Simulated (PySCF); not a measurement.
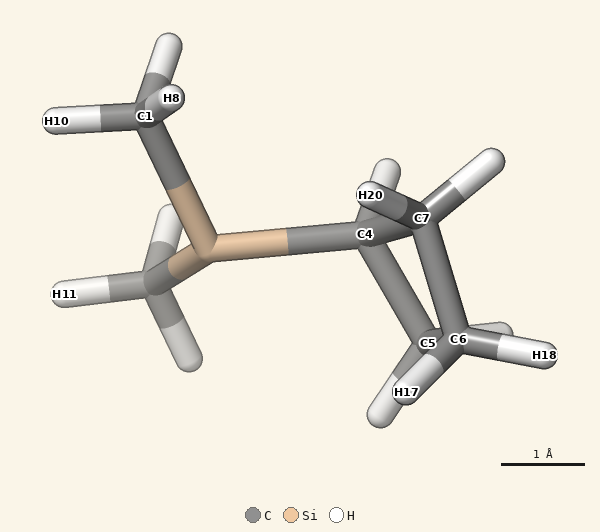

The structure as given in the input (stick view, seen at a tilt; atoms are numbered from 1 in the order of the input).

**EPR calculation, with input and output: C₆H₁₃Si**

The run: EPR calculation of C₆H₁₃Si, multiplicity 2, SMILES C[Si](C)C1CCC1. Method and program: UKS B3LYP, pcH-1 on C H Si, non-relativistic, mean-field spin-orbit, GIAO (PySCF 2.14.0).

It belongs to a series of runs on one base structure; here: X = H replaced by cBu.

## Input
```
{"job": {"kind": "epr", "basis": "pcH-1"}, "charge": 0, "multiplicity": 2}
C      1.939950     1.670594     0.116041
Si     1.013742     0.197039    -0.667748
C      2.156674    -1.325827    -0.800913
C     -0.520442    -0.243855     0.381596
C     -1.540805    -1.163313    -0.314987
C     -2.438194     0.056033    -0.557958
C     -1.598334     0.853190     0.447005
H      1.331040     2.569179     0.133928
H      2.222159     1.443190     1.143073
H      2.847629     1.898286    -0.434048
H      3.026714    -1.113213    -1.414178
H      2.512917    -1.624125     0.184118
H      1.643454    -2.177247    -1.237253
H     -0.202212    -0.606005     1.364733
H     -1.992098    -1.884618     0.365485
H     -1.197333    -1.690185    -1.203841
H     -2.345364     0.442376    -1.571123
H     -3.493286    -0.064238    -0.318556
H     -2.071576     0.920330     1.426042
H     -1.299783     1.853087     0.136154
```

The first line tells a small driver script what to run in PySCF; the rest is the geometry in Å.

Run on 1 CPU thread, shared host.

Run as:
```bash
OMP_NUM_THREADS=1 python <driver script> task.json out
```

## What the program printed
```
UKS, coarse grid
  cycle   1  E = -525.83801823  |g| = 4.49e-01
  cycle   2  E = -525.78114412  |g| = 5.58e-01
  cycle   3  E = -525.94012829  |g| = 4.13e-02
  cycle   4  E = -525.94056830  |g| = 2.67e-02
  cycle   5  E = -525.94091339  |g| = 5.95e-03
  cycle   6  E = -525.94093207  |g| = 7.94e-04
  cycle   7  E = -525.94093311  |g| = 5.28e-04
UKS, final grid
  cycle   1  E = -525.94093050  |g| = 6.69e-04
  cycle   2  E = -525.94093034  |g| = 8.98e-04
  cycle   3  E = -525.94093072  |g| = 3.07e-05
  cycle   4  E = -525.94093072  |g| = 1.43e-05
E = -525.94093072 Eh   <S^2> = 0.7512 (exact 0.7500)
g shifts (ppm)      1          2          3
  rmc          -136       -136       -136
  gc              1         52         50
  oz_so         -60       1508       1901
  total        -195       1424       1816
hyperfine (MHz)  atom isotope    a_iso     a_fc   dipolar eigenvalues
    0   13C      33.80      33.77     -4.36     -4.12      8.48
    1  29Si    -471.02    -471.94   -163.22     81.57     81.65
    2   13C      32.98      32.96     -4.26     -4.06      8.32
    3   13C      27.56      27.54     -4.69     -4.34      9.03
    4   13C       4.80       4.80     -0.73     -0.46      1.19
    5   13C       0.95       0.95     -0.77     -0.04      0.81
    6   13C       1.80       1.80     -0.61     -0.44      1.06
    7    1H       2.73       2.73     -4.44     -2.58      7.02
    8    1H      54.61      54.61     -3.97     -0.05      4.03
    9    1H      -0.18      -0.18     -4.29     -2.39      6.69
   10    1H       1.58       1.57     -4.35     -2.49      6.84
   11    1H      54.28      54.28     -3.93     -0.07      4.01
   12    1H       0.86       0.85     -4.31     -2.47      6.77
   13    1H      47.90      47.90     -4.21      0.31      3.89
   14    1H      -0.98      -0.97     -1.43     -0.96      2.39
   15    1H      -0.24      -0.24     -3.06     -2.17      5.24
   16    1H       1.20       1.20     -2.59     -1.64      4.23
   17    1H       0.17       0.17     -1.02     -0.75      1.77
   18    1H      -0.46      -0.46     -1.37     -0.92      2.29
   19    1H       0.20       0.19     -2.78     -2.13      4.91
```

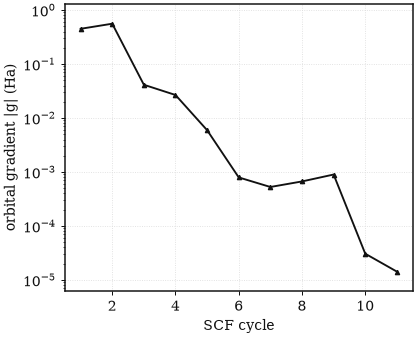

Convergence of the self-consistent field: orbital gradient |g| against the SCF cycle. All cycles printed in the log are drawn one after another.

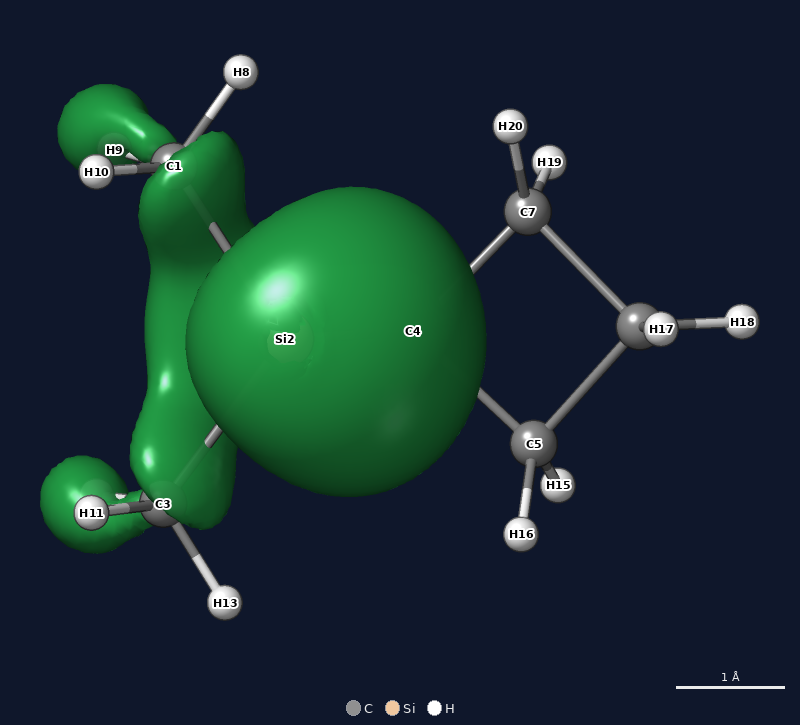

Isosurfaces of the spin density (α minus β) at +0.015 (green) and −0.015 e/Å³ (red), seen at a tilt. The unpaired spin (1 electron) lies mostly on Si2 (about 0.7), in electrons by Hirshfeld's partition. Only one sign reaches the isovalue.

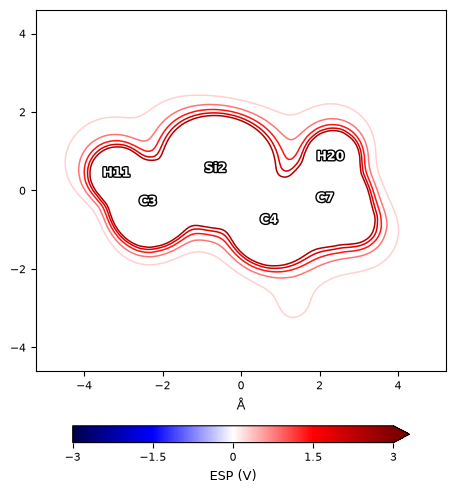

Molecular electrostatic potential on the plane of atoms Si2, C3 and H11. The potential has no marked negative region in this plane.

## Results in brief

- outcome: converged
- total energy: −525.940931 hartree
- ⟨S²⟩: 0.751
- isotropic g: 2.0033
- wall time: 85 s
- peak memory: 1.1 GiB
